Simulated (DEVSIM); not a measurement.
Device: abrupt GaP n-p junction, at 400 K.

```csv
layer (left to right),material,thickness (μm),Nd (cm⁻³),Na (cm⁻³),τn (s),τp (s)
1,GaP,19.0,1.3e19,-,3.8e-7,3.8e-7
2,GaP,0.120,-,2.7e15,3.8e-7,3.8e-7
```

Left contact: ohmic. Right contact: ohmic. Voltage is applied to the left contact. Recombination: SRH at mid-gap, radiative, Auger. Mobility is constant in doping.

The device is made up for the run: typed textbook-type constants, with dimensions and the other settings drawn at random. Values at 300 K; Nc and Nv go as T^1.5, mobilities as T to minus their exponent, the gap by Varshni's rule with the affinity fixed.

```csv
parameter,GaP
gap (eV),2.26
affinity (eV),3.8
permittivity,11.1
Nc (cm⁻³),1.8e19
Nv (cm⁻³),1.9e19
μn (cm²/Vs),250
μp (cm²/Vs),150
T exponent of μn,1.6
T exponent of μp,1.98
B (cm³/s),1e-13
Cn (cm⁶/s),1e-30
Cp (cm⁶/s),1e-30
Varshni α (eV/K),0.00058
Varshni β (K),372
```

Model (solved in DEVSIM): 1D drift-diffusion, Boltzmann statistics, complete ionisation; no tunnelling, impact ionisation, image-force lowering or self-heating.

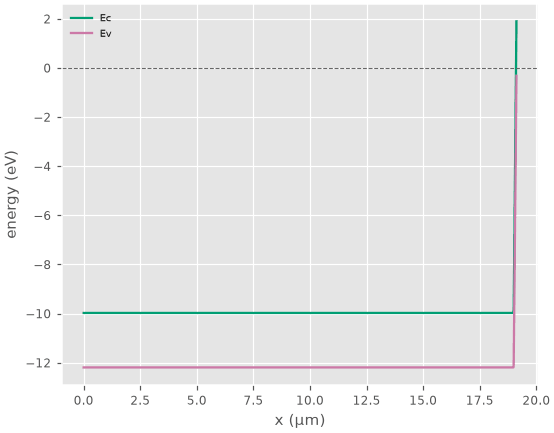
Figure. Band edges at 10.0 V on the left contact

Energies count from the Fermi level of the right contact; mesh points crowd at the junctions.

```json
[
 {"x (μm)": "0.000", "Ec (eV)": "-9.974", "Ev (eV)": "-12.191", "n (cm⁻³)": "1.3e19", "p (cm⁻³)": "< 1e2", "field (V/cm)": "≈ 0"},
 {"x (μm)": "0.02210", "Ec (eV)": "-9.974", "Ev (eV)": "-12.191", "n (cm⁻³)": "1.3e19", "p (cm⁻³)": "< 1e2", "field (V/cm)": "≈ 0"},
 {"x (μm)": "0.06449", "Ec (eV)": "-9.974", "Ev (eV)": "-12.191", "n (cm⁻³)": "1.3e19", "p (cm⁻³)": "< 1e2", "field (V/cm)": "≈ 0"},
 {"x (μm)": "0.1458", "Ec (eV)": "-9.974", "Ev (eV)": "-12.191", "n (cm⁻³)": "1.3e19", "p (cm⁻³)": "< 1e2", "field (V/cm)": "≈ 0"},
 {"x (μm)": "0.3920", "Ec (eV)": "-9.974", "Ev (eV)": "-12.191", "n (cm⁻³)": "1.3e19", "p (cm⁻³)": "< 1e2", "field (V/cm)": "≈ 0"},
 {"x (μm)": "0.7741", "Ec (eV)": "-9.974", "Ev (eV)": "-12.191", "n (cm⁻³)": "1.3e19", "p (cm⁻³)": "< 1e2", "field (V/cm)": "≈ 0"},
 {"x (μm)": "1.507", "Ec (eV)": "-9.974", "Ev (eV)": "-12.191", "n (cm⁻³)": "1.3e19", "p (cm⁻³)": "< 1e2", "field (V/cm)": "≈ 0"},
 {"x (μm)": "3.576", "Ec (eV)": "-9.974", "Ev (eV)": "-12.191", "n (cm⁻³)": "1.3e19", "p (cm⁻³)": "< 1e2", "field (V/cm)": "≈ 0"},
 {"x (μm)": "6.883", "Ec (eV)": "-9.974", "Ev (eV)": "-12.191", "n (cm⁻³)": "1.3e19", "p (cm⁻³)": "< 1e2", "field (V/cm)": "≈ 0"},
 {"x (μm)": "12.42", "Ec (eV)": "-9.974", "Ev (eV)": "-12.191", "n (cm⁻³)": "1.3e19", "p (cm⁻³)": "< 1e2", "field (V/cm)": "≈ 0"},
 {"x (μm)": "15.58", "Ec (eV)": "-9.974", "Ev (eV)": "-12.191", "n (cm⁻³)": "1.3e19", "p (cm⁻³)": "< 1e2", "field (V/cm)": "≈ 0"},
 {"x (μm)": "17.56", "Ec (eV)": "-9.974", "Ev (eV)": "-12.191", "n (cm⁻³)": "1.3e19", "p (cm⁻³)": "< 1e2", "field (V/cm)": "≈ 0"},
 {"x (μm)": "18.26", "Ec (eV)": "-9.974", "Ev (eV)": "-12.191", "n (cm⁻³)": "1.3e19", "p (cm⁻³)": "< 1e2", "field (V/cm)": "≈ 0"},
 {"x (μm)": "18.63", "Ec (eV)": "-9.974", "Ev (eV)": "-12.191", "n (cm⁻³)": "1.3e19", "p (cm⁻³)": "< 1e2", "field (V/cm)": "≈ 0"},
 {"x (μm)": "18.86", "Ec (eV)": "-9.974", "Ev (eV)": "-12.191", "n (cm⁻³)": "1.3e19", "p (cm⁻³)": "< 1e2", "field (V/cm)": "≈ 0"},
 {"x (μm)": "18.94", "Ec (eV)": "-9.974", "Ev (eV)": "-12.191", "n (cm⁻³)": "1.3e19", "p (cm⁻³)": "< 1e2", "field (V/cm)": "≈ 0"},
 {"x (μm)": "18.98", "Ec (eV)": "-9.974", "Ev (eV)": "-12.191", "n (cm⁻³)": "1.3e19", "p (cm⁻³)": "< 1e2", "field (V/cm)": "≈ 0"},
 {"x (μm)": "19.00", "Ec (eV)": "-9.578", "Ev (eV)": "-11.796", "n (cm⁻³)": "1.4e14", "p (cm⁻³)": "< 1e2", "field (V/cm)": "970000"},
 {"x (μm)": "19.03", "Ec (eV)": "-6.907", "Ev (eV)": "-9.125", "n (cm⁻³)": "< 1e2", "p (cm⁻³)": "< 1e2", "field (V/cm)": "970000"},
 {"x (μm)": "19.06", "Ec (eV)": "-3.881", "Ev (eV)": "-6.098", "n (cm⁻³)": "< 1e2", "p (cm⁻³)": "< 1e2", "field (V/cm)": "960000"},
 {"x (μm)": "19.09", "Ec (eV)": "-0.614", "Ev (eV)": "-2.832", "n (cm⁻³)": "< 1e2", "p (cm⁻³)": "< 1e2", "field (V/cm)": "960000"},
 {"x (μm)": "19.12", "Ec (eV)": "1.897", "Ev (eV)": "-0.320", "n (cm⁻³)": "< 1e2", "p (cm⁻³)": "2.7e15", "field (V/cm)": "960000"}
]
```
